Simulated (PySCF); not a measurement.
SiF (charge +1): geometry relaxation (part 1 of 2)

- system: SiF, charge +1
- method: UKS-m06l/ano-rcc-vdzp, optimize (PySCF 2.14.0)

Figures and captions count atoms from 1; the log counts them from 0 in places.

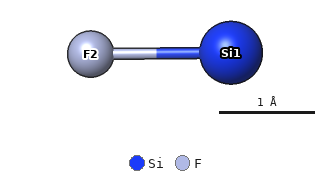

Fig. 1: The input geometry (ball-and-stick view, seen on its broad side; atoms are numbered from 1 in the order of the input). Bond lengths as drawn: F–Si 1.48 Å.

**The input**
```python
from pyscf import gto, dft
from pyscf.geomopt.geometric_solver import optimize

mol = gto.M(
    atom='Si 0 0 0; F 0 0 1.482',
    basis='ano-rcc-vdzp',
    charge=1,
    spin=0,
    symmetry=True,
    verbose=4,
)
mf = dft.UKS(mol, xc='m06l')
mf = mf.sfx2c1e()
mf = mf.density_fit(auxbasis='def2-universal-jkfit')
mf.init_guess = 'mod_huckel'
mf.kernel()
g = mf.nuc_grad_method()
g.grid_response = True
mol_eq = optimize(g.as_scanner(), maxsteps=30)
print('optimised geometry (angstrom)')
print(mol_eq.tostring('raw'))
print('orbital energies (hartree):', [e[max(0, n-3):n+3].round(4) for e, n in zip(mf.mo_energy, mol.nelec)])
```

Run as:
```bash
OMP_NUM_THREADS=1 python input.py
```

**What the program printed**
```
PySCF version 2.14.0

[INPUT] verbose = 4
[INPUT] num. atoms = 2
[INPUT] num. electrons = 22
[INPUT] charge = 1
[INPUT] spin (= nelec alpha-beta = 2S) = 0
[INPUT] symmetry True subgroup None
[INPUT] Mole.unit = angstrom
[INPUT] Symbol           X                Y                Z      unit          X                Y                Z       unit  Magmom
[INPUT]  1 Si     0.000000000000   0.000000000000   0.000000000000 AA    0.000000000000   0.000000000000   0.000000000000 Bohr   0.0
[INPUT]  2 F      0.000000000000   0.000000000000   1.482000000000 AA    0.000000000000   0.000000000000   2.800574116605 Bohr   0.0

nuclear repulsion = 44.9907750174899
point group symmetry = Coov
symmetry origin: [0.         0.         1.09587683]
symmetry axis x: [1. 0. 0.]
symmetry axis y: [0. 1. 0.]
symmetry axis z: [0. 0. 1.]
num. orbitals of irrep A1 = 14
num. orbitals of irrep E1x = 7
num. orbitals of irrep E1y = 7
num. orbitals of irrep E2x = 2
num. orbitals of irrep E2y = 2
number of shells = 6
number of NR pGTOs = 139
number of NR cGTOs = 32
basis = ano-rcc-vdzp
ecp = {}

******** <class 'pyscf.df.df_jk.DFsfX2C1eSymAdaptedUKS'> ********
method = DFsfX2C1eSymAdaptedUKS
initial guess = mod_huckel
damping factor = 0
level_shift factor = 0
DIIS = <class 'pyscf.scf.diis.CDIIS'>
diis_start_cycle = 1
diis_space = 8
diis_damp = 0
SCF conv_tol = 1e-09
SCF conv_tol_grad = None
SCF max_cycles = 50
direct_scf = False
number electrons alpha = 11  beta = 11
XC library pyscf.dft.libxc version 7.0.0
    S. Lehtola, C. Steigemann, M. J.T. Oliveira, and M. A.L. Marques.,  SoftwareX 7, 1–5 (2018)
XC functionals = m06l
    Y. Zhao and D. G. Truhlar.,  J. Chem. Phys. 125, 194101 (2006)
    Y. Zhao and D. G. Truhlar.,  J. Chem. Phys. 125, 194101 (2006)
    Y. Zhao and D. G. Truhlar.,  Theor. Chem. Acc. 120, 215 (2008)
radial grids:
    Treutler-Ahlrichs [JCP 102, 346 (1995); DOI:10.1063/1.469408] (M4) radial grids

becke partition: Becke, JCP 88, 2547 (1988); DOI:10.1063/1.454033
pruning grids: <function nwchem_prune>
grids dens level: 3
symmetrized grids: True
atomic radii adjust function: <function treutler_atomic_radii_adjust>
small_rho_cutoff = 0

******** <class 'pyscf.x2c.sfx2c1e.SpinFreeX2CHelper'> ********
approx = 1e
xuncontract = 1
Freeze 0 electrons in irreps []
    22 free electrons in irreps A1 E1x E1y E2x E2y
Set gradient conv threshold to 3.16228e-05
Initial guess from on-the-fly Huckel, doi:10.1021/acs.jctc.8b01089,
employing the updated GWH rule from doi:10.1021/ja00480a005.
Spherically averaged atomic HF for {'F', 'Si'}

******** <class 'pyscf.scf.atom_hf.AtomSphAverageRHF'> ********
method = AtomSphAverageRHF
initial guess = minao
damping factor = 0
level_shift factor = 0
DIIS = <class 'pyscf.scf.diis.CDIIS'>
diis_start_cycle = 1
diis_space = 8
diis_damp = 0
SCF conv_tol = 1e-09
SCF conv_tol_grad = None
SCF max_cycles = 50
direct_scf = True
direct_scf_tol = 1e-13
atom = Si
Set gradient conv threshold to 3.16228e-05
Initial guess from minao.
init E= -288.469051588767
cycle= 1 E= -288.492337842295  delta_E= -0.0233  |g|=    0  |ddm|= 0.28
cycle= 2 E= -288.493164598821  delta_E= -0.000827  |g|=    0  |ddm|= 0.058
cycle= 3 E= -288.493198064853  delta_E= -3.35e-05  |g|=    0  |ddm|= 0.00879
cycle= 4 E= -288.493199248687  delta_E= -1.18e-06  |g|=    0  |ddm|= 0.00285
cycle= 5 E= -288.493199249552  delta_E= -8.65e-10  |g|=    0  |ddm|= 5.32e-05
Extra cycle  E= -288.493199249552  delta_E= -2.84e-13  |g|=    0  |ddm|= 1.11e-06
Atomic HF for atom  Si  converged. SCF energy = -288.493199249552

******** <class 'pyscf.scf.atom_hf.AtomSphAverageRHF'> ********
method = AtomSphAverageRHF
initial guess = minao
damping factor = 0
level_shift factor = 0
DIIS = <class 'pyscf.scf.diis.CDIIS'>
diis_start_cycle = 1
diis_space = 8
diis_damp = 0
SCF conv_tol = 1e-09
SCF conv_tol_grad = None
SCF max_cycles = 50
direct_scf = True
direct_scf_tol = 1e-13
atom = F
Set gradient conv threshold to 3.16228e-05
Initial guess from minao.
init E= -99.0507353221401
cycle= 1 E= -99.0513310836378  delta_E= -0.000596  |g|=    0  |ddm|= 0.0502
cycle= 2 E= -99.0514486079154  delta_E= -0.000118  |g|=    0  |ddm|= 0.023
cycle= 3 E= -99.0514889466002  delta_E= -4.03e-05  |g|=    0  |ddm|= 0.00852
cycle= 4 E= -99.0514891337644  delta_E= -1.87e-07  |g|=    0  |ddm|= 0.00051
cycle= 5 E= -99.0514891338078  delta_E= -4.34e-11  |g|=    0  |ddm|= 7.78e-06
Extra cycle  E= -99.0514891338078  delta_E= 2.84e-14  |g|=    0  |ddm|= 5.86e-09
Atomic HF for atom  F  converged. SCF energy = -99.0514891338078

alpha HOMO (A1) = -0.327882750641247  LUMO (E1y) = -0.033556167694086
beta  HOMO (A1) = -0.327882750641247  LUMO (E1y) = -0.033556167694086
  HOMO = -0.327882750641  LUMO = -0.0335561676941  gap/eV = 8.00903
tot grids = 33448
init E= -389.495668751284
alpha HOMO (A1) = -0.669521515141195  LUMO (E1x) = -0.476329089098049
beta  HOMO (A1) = -0.668517761675512  LUMO (E1x) = -0.477753913145983
  HOMO = -0.668517761676  LUMO = -0.477753913146  gap/eV = 5.19095
cycle= 1 E= -389.438060570274  delta_E= 0.0576  |g|= 0.872  |ddm|= 1.53
alpha HOMO (A1) = -0.566433060739965  LUMO (E1x) = -0.339043747491887
beta  HOMO (A1) = -0.567185518757082  LUMO (E1x) = -0.339855978324681
  HOMO = -0.56643306074  LUMO = -0.339855978325  gap/eV = 6.16548
cycle= 2 E= -389.188945447952  delta_E= 0.249  |g|= 1.12  |ddm|= 1.31
alpha HOMO (A1) = -0.599144141995515  LUMO (E1x) = -0.368410219729806
beta  HOMO (A1) = -0.599353531377865  LUMO (E1x) = -0.368835192951055
  HOMO = -0.599144141996  LUMO = -0.368835192951  gap/eV = 6.26703
cycle= 3 E= -389.726972306801  delta_E= -0.538  |g|= 0.0826  |ddm|= 0.786
alpha HOMO (A1) = -0.621731382889509  LUMO (E1x) = -0.390384793013309
beta  HOMO (A1) = -0.621766476659999  LUMO (E1x) = -0.390516021157508
  HOMO = -0.62173138289  LUMO = -0.390516021158  gap/eV = 6.29169
cycle= 4 E= -389.729355083168  delta_E= -0.00238  |g|= 0.0158  |ddm|= 0.0818
alpha HOMO (A1) = -0.618905925595256  LUMO (E1x) = -0.387410807832391
beta  HOMO (A1) = -0.6189000544084  LUMO (E1x) = -0.387442639499448
  HOMO = -0.618900054408  LUMO = -0.387442639499  gap/eV = 6.29828
cycle= 5 E= -389.729419285765  delta_E= -6.42e-05  |g|= 0.00597  |ddm|= 0.0121
alpha HOMO (A1) = -0.618366943390368  LUMO (E1x) = -0.386876561175258
beta  HOMO (A1) = -0.6183608177558  LUMO (E1x) = -0.386884944779735
  HOMO = -0.618360817756  LUMO = -0.38688494478  gap/eV = 6.29878
cycle= 6 E= -389.729434282983  delta_E= -1.5e-05  |g|= 0.000378  |ddm|= 0.00494
alpha HOMO (A1) = -0.618426052494544  LUMO (E1x) = -0.386905944531722
beta  HOMO (A1) = -0.618423379798595  LUMO (E1x) = -0.38690936321319
  HOMO = -0.618423379799  LUMO = -0.386909363213  gap/eV = 6.29982
cycle= 7 E= -389.729434336474  delta_E= -5.35e-08  |g|= 9.78e-05  |ddm|= 0.000369
alpha HOMO (A1) = -0.618418227738458  LUMO (E1x) = -0.386902346885824
beta  HOMO (A1) = -0.618417469734056  LUMO (E1x) = -0.386903361550065
  HOMO = -0.618417469734  LUMO = -0.38690336155  gap/eV = 6.29982
cycle= 8 E= -389.729434341097  delta_E= -4.62e-09  |g|= 1.48e-05  |ddm|= 0.000105
alpha HOMO (A1) = -0.618418227333683  LUMO (E1x) = -0.38690259081047
beta  HOMO (A1) = -0.618418124581395  LUMO (E1x) = -0.386902772140454
  HOMO = -0.618418124581  LUMO = -0.38690277214  gap/eV = 6.29985
cycle= 9 E= -389.729434341237  delta_E= -1.4e-10  |g|= 2.72e-06  |ddm|= 1.98e-05
alpha HOMO (A1) = -0.618418134215387  LUMO (E1x) = -0.386902875362486
beta  HOMO (A1) = -0.618418093326203  LUMO (E1x) = -0.386902936777479
  HOMO = -0.618418093326  LUMO = -0.386902936777  gap/eV = 6.29985
Extra cycle  E= -389.729434341232  delta_E= 5.57e-12  |g|= 4.93e-06  |ddm|= 5.21e-06
converged SCF energy = -389.729434341232  <S^2> = 1.0444978e-12  2S+1 = 1
Create scanner for <class 'pyscf.df.grad.uks.Gradients'>
Create scanner for <class 'pyscf.df.df_jk.DFsfX2C1eSymAdaptedUKS'>
input.py

Current date and time:

#|     Arguments passed to driver run_optimizer():      |#
customengine              <pyscf.geomopt.geometric_solver.PySCFEngine object>
logIni                    [file]
maxiter                   30
----------------------------------------------------------
Custom engine selected.
Bonds will be generated from interatomic distances less than 1.20 times sum of covalent radii
6 internal coordinates being used (instead of 6 Cartesians)
Internal coordinate system (atoms numbered from 1):
Distance 1-2
Translation-X 1-2
Translation-Y 1-2
Translation-Z 1-2
Rotation-A 1-2
Rotation-B 1-2
Rotation-C 1-2
<class 'geometric.internal.Distance'> : 1
<class 'geometric.internal.TranslationX'> : 1
<class 'geometric.internal.TranslationY'> : 1
<class 'geometric.internal.TranslationZ'> : 1
<class 'geometric.internal.RotationA'> : 1
<class 'geometric.internal.RotationB'> : 1
<class 'geometric.internal.RotationC'> : 1
> ===== Optimization Info: ====
> Job type: Energy minimization
> Maximum number of optimization cycles: 30
> Initial / maximum trust radius (Angstrom): 0.100 / 0.300
> Convergence Criteria:
> Will converge when all 5 criteria are reached:
>  |Delta-E| < 1.00e-06
>  RMS-Grad  < 3.00e-04
>  Max-Grad  < 4.50e-04
>  RMS-Disp  < 1.20e-03
>  Max-Disp  < 1.80e-03
> === End Optimization Info ===

Geometry optimization cycle 1
Cartesian coordinates (Angstrom)
 Atom        New coordinates             dX        dY        dZ
  Si   0.000000   0.000000   0.000000    0.000000  0.000000  0.000000
   F   0.000000   0.000000   1.482000    0.000000  0.000000 -0.000000

WARN: Mole.unit (angstrom) is changed to Bohr

New geometry
   1 Si     0.000000000000   0.000000000000   0.000000000000 AA    0.000000000000   0.000000000000   0.000000000000 Bohr
   2 F      0.000000000000   0.000000000000   1.482000000000 AA    0.000000000000   0.000000000000   2.800574116605 Bohr

******** <class 'pyscf.scf.hf.DFsfX2C1eSymAdaptedUKS_Scanner'> ********
method = DFsfX2C1eSymAdaptedUKS_Scanner
initial guess = mod_huckel
damping factor = 0
level_shift factor = 0
DIIS = <class 'pyscf.scf.diis.CDIIS'>
diis_start_cycle = 1
diis_space = 8
diis_damp = 0
SCF conv_tol = 1e-09
SCF conv_tol_grad = None
SCF max_cycles = 50
direct_scf = False
number electrons alpha = 11  beta = 11
XC library pyscf.dft.libxc version 7.0.0
    S. Lehtola, C. Steigemann, M. J.T. Oliveira, and M. A.L. Marques.,  SoftwareX 7, 1–5 (2018)
XC functionals = m06l
    Y. Zhao and D. G. Truhlar.,  J. Chem. Phys. 125, 194101 (2006)
    Y. Zhao and D. G. Truhlar.,  J. Chem. Phys. 125, 194101 (2006)
    Y. Zhao and D. G. Truhlar.,  Theor. Chem. Acc. 120, 215 (2008)
radial grids:
    Treutler-Ahlrichs [JCP 102, 346 (1995); DOI:10.1063/1.469408] (M4) radial grids

becke partition: Becke, JCP 88, 2547 (1988); DOI:10.1063/1.454033
pruning grids: <function nwchem_prune>
grids dens level: 3
symmetrized grids: True
atomic radii adjust function: <function treutler_atomic_radii_adjust>
small_rho_cutoff = 0

******** <class 'pyscf.x2c.sfx2c1e.SpinFreeX2CHelper'> ********
approx = 1e
xuncontract = 1
Freeze 0 electrons in irreps []
    22 free electrons in irreps A1 E1x E1y E2x E2y
Set gradient conv threshold to 3.16228e-05
tot grids = 33448
init E= -389.729434341236
alpha HOMO (A1) = -0.61841841854798  LUMO (E1x) = -0.386902872104
beta  HOMO (A1) = -0.618418403681908  LUMO (E1x) = -0.386902893730571
  HOMO = -0.618418403682  LUMO = -0.386902893731  gap/eV = 6.29986
cycle= 1 E= -389.729434341207  delta_E= 2.84e-11  |g|= 1.06e-05  |ddm|= 1.02e-05
alpha HOMO (A1) = -0.618417876539271  LUMO (E1x) = -0.386902924356516
beta  HOMO (A1) = -0.618417871240768  LUMO (E1x) = -0.386902932014231
  HOMO = -0.618417871241  LUMO = -0.386902932014  gap/eV = 6.29984
Extra cycle  E= -389.729434341049  delta_E= 1.58e-10  |g|= 2.29e-05  |ddm|= 2.23e-05
converged SCF energy = -389.729434341049  <S^2> = 1.2434498e-14  2S+1 = 1

******** <class 'pyscf.grad.rhf.Gradients_Scanner'> for <class 'pyscf.scf.hf.DFsfX2C1eSymAdaptedUKS_Scanner'> ********
unit = Eh/Bohr
grid_response = True
--------------- DFsfX2C1eSymAdaptedUKS_Scanner gradients ---------------
         x                y                z
0 Si     0.0000000000     0.0000000000     0.0985655342
1 F     0.0000000000     0.0000000000    -0.0985655342
----------------------------------------------
cycle 1: E = -389.729434341  dE = -389.729  norm(grad) = 0.139393
Step    0 : Gradient = 9.857e-02/9.857e-02 (rms/max) Energy = -389.7294343410
Hessian Eigenvalues: 5.00000e-02 5.00000e-02 5.00000e-02 ... 5.00000e-02 5.00000e-02 8.29605e-01

Geometry optimization cycle 2
Cartesian coordinates (Angstrom)
 Atom        New coordinates             dX        dY        dZ
  Si   0.000000   0.000000  -0.031436    0.000000  0.000000 -0.031436
   F   0.000000   0.000000   1.513436    0.000000  0.000000  0.031436
New geometry
   1 Si     0.000000000000   0.000000000000  -0.031435824031 AA    0.000000000000   0.000000000000  -0.059405097918 Bohr
   2 F      0.000000000000   0.000000000000   1.513435824034 AA    0.000000000000   0.000000000000   2.859979214529 Bohr

******** <class 'pyscf.scf.hf.DFsfX2C1eSymAdaptedUKS_Scanner'> ********
method = DFsfX2C1eSymAdaptedUKS_Scanner
initial guess = mod_huckel
damping factor = 0
level_shift factor = 0
DIIS = <class 'pyscf.scf.diis.CDIIS'>
diis_start_cycle = 1
diis_space = 8
diis_damp = 0
SCF conv_tol = 1e-09
SCF conv_tol_grad = None
SCF max_cycles = 50
direct_scf = False
number electrons alpha = 11  beta = 11
XC library pyscf.dft.libxc version 7.0.0
    S. Lehtola, C. Steigemann, M. J.T. Oliveira, and M. A.L. Marques.,  SoftwareX 7, 1–5 (2018)
XC functionals = m06l
    Y. Zhao and D. G. Truhlar.,  J. Chem. Phys. 125, 194101 (2006)
    Y. Zhao and D. G. Truhlar.,  J. Chem. Phys. 125, 194101 (2006)
    Y. Zhao and D. G. Truhlar.,  Theor. Chem. Acc. 120, 215 (2008)
radial grids:
    Treutler-Ahlrichs [JCP 102, 346 (1995); DOI:10.1063/1.469408] (M4) radial grids

becke partition: Becke, JCP 88, 2547 (1988); DOI:10.1063/1.454033
pruning grids: <function nwchem_prune>
grids dens level: 3
symmetrized grids: True
atomic radii adjust function: <function treutler_atomic_radii_adjust>
small_rho_cutoff = 0
```
